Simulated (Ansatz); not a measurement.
# NO (quartet): wB97M-V, B2PLYP over vertical spin and charge gaps, def2-QZVPP

Aim: run NO (quartet) with these functionals over vertical spin and charge gaps, and hold them against the top wave-function level at the same points.

The runs use Ansatz 0.2.0, Gaussian basis; def2-QZVPP, all electrons in the functionals, frozen cores in the correlation of double hybrids and RPA.

The runs, in order: wB97M-V, B2PLYP, at charge 0, quartet; charge 0, doublet; charge 0, sextet; charge 1, triplet; charge 1, quintet.

## (1) What is computed

The geometry is a PBE0/def2-TZVP stationary point (not a proven minimum).

2 atoms, charge 0, spin multiplicity 4.

Atoms are counted from 1 here; the program's logs count them from 0.

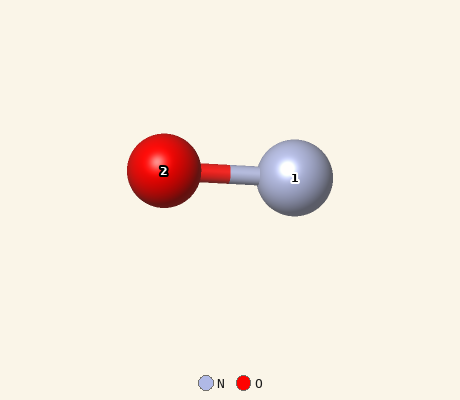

The geometry (nitrogen light blue, oxygen red); atoms are numbered from 1 in the order of the file.

No dispersion term is added; wB97M-V holds VV10 nonlocal correlation.

The geometry shown and the zero of energy belong to the point charge 0, quartet. The yardstick, UCCSD(T), and other wave-function levels (R restricted, U unrestricted, valence and pair active spaces) come from earlier runs.

## (2) wB97M-V, charge 0, quartet

in.yaml reads:

```yaml
crystal:
  periodic: [false, false, false]
  atoms:
    - {symbol: N, position_ang: [0.000000, 0.000000, 0.000000]}
    - {symbol: O, position_ang: [0.000000, 0.000000, 1.402844]}
basis:
  gaussian: {orbitals: "def2-QZVPP.json"}
magnetization: {spin_polarized: true, initial_magnetization: 3}
hamiltonian: {xc: {name: wB97M-V}}
output: {orbitals: {seedname: orbitals}}
```

Started as:

```
$ ansatz run in.yaml --threads 1 --pin off --events-out ev --progress --plain --max-ram 2393MiB
```

The log of the run (excerpt; [...] marks lines left out):

```text
Functional definition: wB97M-V
  name "wB97M-V"
  cite "Mardirossian & Head-Gordon, J. Chem. Phys. 144, 214110 (2016) doi:10.1063/1.4952647"
  cite "Becke, J. Chem. Phys. 107, 8554 (1997) doi:10.1063/1.475007"
  cite "Vydrov & Van Voorhis, J. Chem. Phys. 133, 244103 (2010) doi:10.1063/1.3521275"
  # Of w^i u^j: cxij and so on, Table III.
[...]
  gx(w, u) = 1 - cx + cx01*u + cx10*w
  gss(w, u) = css00 + css04*u^4 + css10*w + css20*w^2 + css43*w^4*u^3
  gos(w, u) = cos00 + cos10*w + (cos20 + cos21*u)*w^2 + (cos60 + cos61*u)*w^6
[...]
      + integral(e_c_pw_mod_opposite_spin*gos(b97_w_opposite, b97_u_opposite)) + vv10(b, c)
349 factors; their error is unknown
78 factors; integrals over basis functions are off by at most 2.6e-5 eV
[...]
mean field -3530.60727707 eV, -129.7474243009 hartree, gradient 3.6e-5 eV, S^2 3.758703; 1 other end points of the search recorded, 0 dependent functions left out
reference -3530.60730368 eV, -129.7474252786 hartree; 9, 6 occupied and 105, 108 virtual orbitals, 349 factors
Total energy: -3530.60730368 eV, -129.7474252786 hartree
```

It took 2.9 s on 1 thread of Intel Xeon 6975P-C, shared host.

From the report: ⟨S²⟩ of the determinant 3.759 (pure quartet: 3.75).

## (3) wB97M-V, charge 0, doublet

in.yaml, as its differences from that of step 2:

```diff
@@ -7,3 +7,3 @@
   gaussian: {orbitals: "def2-QZVPP.json"}
-magnetization: {spin_polarized: true, initial_magnetization: 3}
+magnetization: {spin_polarized: true, initial_magnetization: 1}
 hamiltonian: {xc: {name: wB97M-V}}
```

The command is unchanged.

The log of the run (excerpt; [...] marks lines left out):

```text
Functional definition: wB97M-V
  name "wB97M-V"
  cite "Mardirossian & Head-Gordon, J. Chem. Phys. 144, 214110 (2016) doi:10.1063/1.4952647"
  cite "Becke, J. Chem. Phys. 107, 8554 (1997) doi:10.1063/1.475007"
  cite "Vydrov & Van Voorhis, J. Chem. Phys. 133, 244103 (2010) doi:10.1063/1.3521275"
  # Of w^i u^j: cxij and so on, Table III.
[...]
  gx(w, u) = 1 - cx + cx01*u + cx10*w
  gss(w, u) = css00 + css04*u^4 + css10*w + css20*w^2 + css43*w^4*u^3
  gos(w, u) = cos00 + cos10*w + (cos20 + cos21*u)*w^2 + (cos60 + cos61*u)*w^6
[...]
      + integral(e_c_pw_mod_opposite_spin*gos(b97_w_opposite, b97_u_opposite)) + vv10(b, c)
349 factors; their error is unknown
78 factors; integrals over basis functions are off by at most 2.6e-5 eV
[...]
mean field -3533.17941953 eV, -129.8419487926 hartree, gradient 4.2e-5 eV, S^2 0.790589; 2 other end points of the search recorded, 0 dependent functions left out
reference -3533.17944598 eV, -129.8419497646 hartree; 8, 7 occupied and 106, 107 virtual orbitals, 349 factors
Total energy: -3533.17944598 eV, -129.8419497646 hartree
```

Run time: 4.7 s. Hardware: 1 thread of Intel Xeon 6975P-C, shared host.

From the report: ⟨S²⟩ of the determinant 0.791 (pure doublet: 0.75).

From charge 0, quartet: -2.572 eV.

## (4) wB97M-V, charge 0, sextet

in.yaml, as its differences from that of step 3:

```diff
@@ -7,3 +7,3 @@
   gaussian: {orbitals: "def2-QZVPP.json"}
-magnetization: {spin_polarized: true, initial_magnetization: 1}
+magnetization: {spin_polarized: true, initial_magnetization: 5}
 hamiltonian: {xc: {name: wB97M-V}}
```

Same command.

The log of the run (excerpt; [...] marks lines left out):

```text
Functional definition: wB97M-V
  name "wB97M-V"
  cite "Mardirossian & Head-Gordon, J. Chem. Phys. 144, 214110 (2016) doi:10.1063/1.4952647"
  cite "Becke, J. Chem. Phys. 107, 8554 (1997) doi:10.1063/1.475007"
  cite "Vydrov & Van Voorhis, J. Chem. Phys. 133, 244103 (2010) doi:10.1063/1.3521275"
  # Of w^i u^j: cxij and so on, Table III.
[...]
  gx(w, u) = 1 - cx + cx01*u + cx10*w
  gss(w, u) = css00 + css04*u^4 + css10*w + css20*w^2 + css43*w^4*u^3
  gos(w, u) = cos00 + cos10*w + (cos20 + cos21*u)*w^2 + (cos60 + cos61*u)*w^6
[...]
      + integral(e_c_pw_mod_opposite_spin*gos(b97_w_opposite, b97_u_opposite)) + vv10(b, c)
349 factors; their error is unknown
78 factors; integrals over basis functions are off by at most 2.6e-5 eV
[...]
mean field -3521.29416226 eV, -129.4051736441 hartree, gradient 2.7e-6 eV, S^2 8.758745; 5 other end points of the search recorded, 0 dependent functions left out
reference -3521.29418857 eV, -129.4051746109 hartree; 10, 5 occupied and 104, 109 virtual orbitals, 349 factors
Total energy: -3521.29418857 eV, -129.4051746109 hartree
```

Wall time 9 s (1 thread of Intel Xeon 6975P-C, shared host).

From the report: ⟨S²⟩ of the determinant 8.759 (pure sextet: 8.75).

From charge 0, quartet: +9.313 eV.

## (5) wB97M-V, charge 1, triplet

in.yaml, as its differences from that of step 4:

```diff
@@ -7,3 +7,4 @@
   gaussian: {orbitals: "def2-QZVPP.json"}
-magnetization: {spin_polarized: true, initial_magnetization: 5}
+total_charge: 1
+magnetization: {spin_polarized: true, initial_magnetization: 2}
 hamiltonian: {xc: {name: wB97M-V}}
```

The command is unchanged.

The log of the run (excerpt; [...] marks lines left out):

```text
Functional definition: wB97M-V
  name "wB97M-V"
  cite "Mardirossian & Head-Gordon, J. Chem. Phys. 144, 214110 (2016) doi:10.1063/1.4952647"
  cite "Becke, J. Chem. Phys. 107, 8554 (1997) doi:10.1063/1.475007"
  cite "Vydrov & Van Voorhis, J. Chem. Phys. 133, 244103 (2010) doi:10.1063/1.3521275"
  # Of w^i u^j: cxij and so on, Table III.
[...]
  gx(w, u) = 1 - cx + cx01*u + cx10*w
  gss(w, u) = css00 + css04*u^4 + css10*w + css20*w^2 + css43*w^4*u^3
  gos(w, u) = cos00 + cos10*w + (cos20 + cos21*u)*w^2 + (cos60 + cos61*u)*w^6
[...]
      + integral(e_c_pw_mod_opposite_spin*gos(b97_w_opposite, b97_u_opposite)) + vv10(b, c)
349 factors; their error is unknown
78 factors; integrals over basis functions are off by at most 2.6e-5 eV
[...]
mean field -3518.67960274 eV, -129.3090903541 hartree, gradient 2.5e-5 eV, S^2 2.003948; 5 other end points of the search recorded, 0 dependent functions left out
reference -3518.67962645 eV, -129.3090912253 hartree; 8, 6 occupied and 106, 108 virtual orbitals, 349 factors
Total energy: -3518.67962645 eV, -129.3090912253 hartree
```

Wall time 9 s (1 thread of Intel Xeon 6975P-C, shared host).

From the report: ⟨S²⟩ of the determinant 2.004 (pure triplet: 2.00).

From charge 0, quartet: +11.928 eV.

## (6) wB97M-V, charge 1, quintet

in.yaml, as its differences from that of step 5:

```diff
@@ -8,3 +8,3 @@
 total_charge: 1
-magnetization: {spin_polarized: true, initial_magnetization: 2}
+magnetization: {spin_polarized: true, initial_magnetization: 4}
 hamiltonian: {xc: {name: wB97M-V}}
```

The command is unchanged.

The log of the run (excerpt; [...] marks lines left out):

```text
Functional definition: wB97M-V
  name "wB97M-V"
  cite "Mardirossian & Head-Gordon, J. Chem. Phys. 144, 214110 (2016) doi:10.1063/1.4952647"
  cite "Becke, J. Chem. Phys. 107, 8554 (1997) doi:10.1063/1.475007"
  cite "Vydrov & Van Voorhis, J. Chem. Phys. 133, 244103 (2010) doi:10.1063/1.3521275"
  # Of w^i u^j: cxij and so on, Table III.
[...]
  gx(w, u) = 1 - cx + cx01*u + cx10*w
  gss(w, u) = css00 + css04*u^4 + css10*w + css20*w^2 + css43*w^4*u^3
  gos(w, u) = cos00 + cos10*w + (cos20 + cos21*u)*w^2 + (cos60 + cos61*u)*w^6
[...]
      + integral(e_c_pw_mod_opposite_spin*gos(b97_w_opposite, b97_u_opposite)) + vv10(b, c)
349 factors; their error is unknown
78 factors; integrals over basis functions are off by at most 2.6e-5 eV
[...]
mean field -3515.99995046 eV, -129.2106149489 hartree, gradient 6.5e-6 eV, S^2 6.009795; 2 other end points of the search recorded, 0 dependent functions left out
reference -3515.99997436 eV, -129.2106158273 hartree; 9, 5 occupied and 105, 109 virtual orbitals, 349 factors
Total energy: -3515.99997436 eV, -129.2106158273 hartree
```

Wall time 6.5 s (1 thread of Intel Xeon 6975P-C, shared host).

From the report: ⟨S²⟩ of the determinant 6.010 (pure quintet: 6.00).

From charge 0, quartet: +14.607 eV.

## (7) B2PLYP, charge 0, quartet

in.yaml reads:

```yaml
crystal:
  periodic: [false, false, false]
  atoms:
    - {symbol: N, position_ang: [0.000000, 0.000000, 0.000000]}
    - {symbol: O, position_ang: [0.000000, 0.000000, 1.402844]}
basis:
  gaussian: {orbitals: "def2-QZVPP.json"}
magnetization: {spin_polarized: true, initial_magnetization: 3}
hamiltonian: {xc: {name: B2PLYP}}
correlation: {electrons: outside_noble_gas}
```

The command is unchanged.

The log of the run (excerpt; [...] marks lines left out):

```text
Functional definition: B2PLYP
  name "B2PLYP"
  cite "Grimme, J. Chem. Phys. 124, 034108 (2006) doi:10.1063/1.2148954"
  cite "Becke, Phys. Rev. A 38, 3098 (1988) doi:10.1103/PhysRevA.38.3098"
  cite "Lee, Yang & Parr, Phys. Rev. B 37, 785 (1988) doi:10.1103/PhysRevB.37.785"
[...]
727 factors; integrals over basis functions are off by at most 1.1e-3 eV
[...]
mean field -3526.44274238 eV, -129.5943804736 hartree, gradient 9.2e-6 eV, S^2 3.768177; 0 other end points of the search recorded, 0 dependent functions left out
2 core orbitals not correlated: weight in the atoms' cores, before any rotation towards them, 1.000 or more for the frozen orbitals, at most 0.000 for the correlated occupied ones
reference -3526.44283863 eV, -129.5943840107 hartree; 7, 4 occupied and 105, 108 virtual orbitals, 727 factors
second order -11.17831127 eV of doubles, -0.00000000 eV of singles
Total energy: -3529.46098267 eV, -129.7052987585 hartree
```

Wall time 1.6 s (1 thread of Intel Xeon 6975P-C, shared host).

From the report: ⟨S²⟩ of the determinant 3.768 (pure quartet: 3.75).

## (8) B2PLYP, charge 0, doublet

in.yaml, as its differences from that of step 7:

```diff
@@ -7,3 +7,3 @@
   gaussian: {orbitals: "def2-QZVPP.json"}
-magnetization: {spin_polarized: true, initial_magnetization: 3}
+magnetization: {spin_polarized: true, initial_magnetization: 1}
 hamiltonian: {xc: {name: B2PLYP}}
```

Same command.

The log of the run (excerpt; [...] marks lines left out):

```text
Functional definition: B2PLYP
  name "B2PLYP"
  cite "Grimme, J. Chem. Phys. 124, 034108 (2006) doi:10.1063/1.2148954"
  cite "Becke, Phys. Rev. A 38, 3098 (1988) doi:10.1103/PhysRevA.38.3098"
  cite "Lee, Yang & Parr, Phys. Rev. B 37, 785 (1988) doi:10.1103/PhysRevB.37.785"
[...]
727 factors; integrals over basis functions are off by at most 1.1e-3 eV
[...]
mean field -3528.17934910 eV, -129.6581995937 hartree, gradient 2.1e-6 eV, S^2 1.258621; 3 other end points of the search recorded, 0 dependent functions left out
2 core orbitals not correlated: weight in the atoms' cores, before any rotation towards them, 1.000 or more for the frozen orbitals, at most 0.000 for the correlated occupied ones
reference -3528.17944385 eV, -129.6582030755 hartree; 6, 5 occupied and 106, 107 virtual orbitals, 727 factors
second order -13.60379618 eV of doubles, -0.00000000 eV of singles
Total energy: -3531.85246882 eV, -129.7931842534 hartree
```

Wall time 4 s (1 thread of Intel Xeon 6975P-C, shared host).

From the report: ⟨S²⟩ of the determinant 1.259 (pure doublet: 0.75). The determinant is far from a pure spin state, so its energy mixes those of several spin states (harmless only where they are near-degenerate, as at dissociation).

From charge 0, quartet: -2.391 eV.

## (9) B2PLYP, charge 0, sextet

in.yaml, as its differences from that of step 8:

```diff
@@ -7,3 +7,3 @@
   gaussian: {orbitals: "def2-QZVPP.json"}
-magnetization: {spin_polarized: true, initial_magnetization: 1}
+magnetization: {spin_polarized: true, initial_magnetization: 5}
 hamiltonian: {xc: {name: B2PLYP}}
```

Same command.

The log of the run (excerpt; [...] marks lines left out):

```text
Functional definition: B2PLYP
  name "B2PLYP"
  cite "Grimme, J. Chem. Phys. 124, 034108 (2006) doi:10.1063/1.2148954"
  cite "Becke, Phys. Rev. A 38, 3098 (1988) doi:10.1103/PhysRevA.38.3098"
  cite "Lee, Yang & Parr, Phys. Rev. B 37, 785 (1988) doi:10.1103/PhysRevB.37.785"
[...]
727 factors; integrals over basis functions are off by at most 1.1e-3 eV
[...]
mean field -3517.61241401 eV, -129.2698718914 hartree, gradient 4.1e-6 eV, S^2 8.756211; 4 other end points of the search recorded, 0 dependent functions left out
2 core orbitals not correlated: weight in the atoms' cores, before any rotation towards them, 1.000 or more for the frozen orbitals, at most 0.000 for the correlated occupied ones
reference -3517.61252217 eV, -129.2698758662 hartree; 8, 3 occupied and 104, 109 virtual orbitals, 727 factors
second order -9.10729271 eV of doubles, -0.00000000 eV of singles
Total energy: -3520.07149120 eV, -129.3602413114 hartree
```

Run time: 4.1 s. Hardware: 1 thread of Intel Xeon 6975P-C, shared host.

From the report: ⟨S²⟩ of the determinant 8.756 (pure sextet: 8.75).

From charge 0, quartet: +9.389 eV.

## (10) B2PLYP, charge 1, triplet

in.yaml, as its differences from that of step 9:

```diff
@@ -7,3 +7,4 @@
   gaussian: {orbitals: "def2-QZVPP.json"}
-magnetization: {spin_polarized: true, initial_magnetization: 5}
+total_charge: 1
+magnetization: {spin_polarized: true, initial_magnetization: 2}
 hamiltonian: {xc: {name: B2PLYP}}
```

The command is unchanged.

The log of the run (excerpt; [...] marks lines left out):

```text
Functional definition: B2PLYP
  name "B2PLYP"
  cite "Grimme, J. Chem. Phys. 124, 034108 (2006) doi:10.1063/1.2148954"
  cite "Becke, Phys. Rev. A 38, 3098 (1988) doi:10.1103/PhysRevA.38.3098"
  cite "Lee, Yang & Parr, Phys. Rev. B 37, 785 (1988) doi:10.1103/PhysRevB.37.785"
[...]
727 factors; integrals over basis functions are off by at most 1.1e-3 eV
[...]
mean field -3514.29003011 eV, -129.1477765353 hartree, gradient 9.9e-6 eV, S^2 2.182881; 6 other end points of the search recorded, 0 dependent functions left out
2 core orbitals not correlated: weight in the atoms' cores, before any rotation towards them, 1.000 or more for the frozen orbitals, at most 0.000 for the correlated occupied ones
reference -3514.29011332 eV, -129.1477795931 hartree; 6, 4 occupied and 106, 108 virtual orbitals, 727 factors
second order -11.95587795 eV of doubles, -0.00000000 eV of singles
Total energy: -3517.51820037 eV, -129.2664096040 hartree
```

Wall time 7 s (1 thread of Intel Xeon 6975P-C, shared host).

From the report: ⟨S²⟩ of the determinant 2.183 (pure triplet: 2.00).

From charge 0, quartet: +11.943 eV.

## (11) B2PLYP, charge 1, quintet

in.yaml, as its differences from that of step 10:

```diff
@@ -8,3 +8,3 @@
 total_charge: 1
-magnetization: {spin_polarized: true, initial_magnetization: 2}
+magnetization: {spin_polarized: true, initial_magnetization: 4}
 hamiltonian: {xc: {name: B2PLYP}}
```

Same command.

The log of the run (excerpt; [...] marks lines left out):

```text
Functional definition: B2PLYP
  name "B2PLYP"
  cite "Grimme, J. Chem. Phys. 124, 034108 (2006) doi:10.1063/1.2148954"
  cite "Becke, Phys. Rev. A 38, 3098 (1988) doi:10.1103/PhysRevA.38.3098"
  cite "Lee, Yang & Parr, Phys. Rev. B 37, 785 (1988) doi:10.1103/PhysRevB.37.785"
[...]
727 factors; integrals over basis functions are off by at most 1.1e-3 eV
[...]
mean field -3512.56503384 eV, -129.0843840917 hartree, gradient 2.6e-6 eV, S^2 6.023747; 3 other end points of the search recorded, 0 dependent functions left out
2 core orbitals not correlated: weight in the atoms' cores, before any rotation towards them, 1.000 or more for the frozen orbitals, at most 0.000 for the correlated occupied ones
reference -3512.56512070 eV, -129.0843872837 hartree; 7, 3 occupied and 105, 109 virtual orbitals, 727 factors
second order -8.42680712 eV of doubles, -0.00000000 eV of singles
Total energy: -3514.84035863 eV, -129.1680007351 hartree
```

It took 3 s on 1 thread of Intel Xeon 6975P-C, shared host.

From the report: ⟨S²⟩ of the determinant 6.024 (pure quintet: 6.00).

From charge 0, quartet: +14.621 eV.

## (12) Against the wave-function levels

No level is safe as a reference over these points; UCCSD(T) serves as a yardstick only. It comes from earlier runs at the same points. Energies in eV, counted from charge 0, quartet; blanks weren't run or aren't comparable.

| level | quartet to doublet | quartet to sextet | ionisation to the triplet cation | ionisation to the quintet cation |
| --- | --- | --- | --- | --- |
| UCCSD(T) | -2.869 | 9.184 | 11.577 | 14.438 |
| wB97M-V | -2.572 | 9.313 | 11.928 | 14.607 |
| B2PLYP | -2.391 | 9.389 | 11.943 | 14.621 |

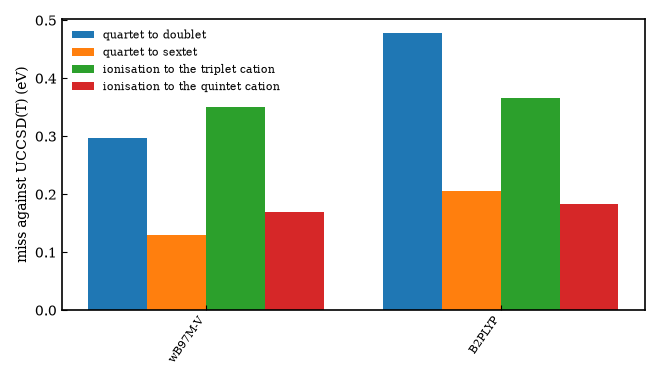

Misses of the gaps against UCCSD(T).

Largest miss and mean time a point (UCCSD(T) took 9 s a point; shared hosts):

| level | largest miss (eV) | where | time a point |
| --- | --- | --- | --- |
| wB97M-V | +0.351 | ionisation to the triplet cation | 6.4 s |
| B2PLYP | +0.478 | quartet to doublet | 3.9 s |

## (13) What came out

| quantity | value |
| --- | --- |
| quartet to doublet, UCCSD(T) | -2.869 eV |
| quartet to sextet, UCCSD(T) | 9.184 eV |
| ionisation to the triplet cation, UCCSD(T) | 11.577 eV |
| ionisation to the quintet cation, UCCSD(T) | 14.438 eV |
| largest miss, wB97M-V | +0.351 eV (ionisation to the triplet cation) |
| largest miss, B2PLYP | +0.478 eV (quartet to doublet) |

In words: Of the functionals, wB97M-V keep the smallest largest miss at the points compared (at most 0.351 eV) and B2PLYP strays most (0.478 eV, at quartet to doublet). B2PLYP clearly breaks the spin symmetry at some points (⟨S²⟩ up to 0.51 above the pure value), so energy there is bought with a mixed spin. Functionals and the yardstick converge differently with the basis, so part of each miss in def2-QZVPP is the basis. The yardstick itself may be off where one determinant is a poor start.
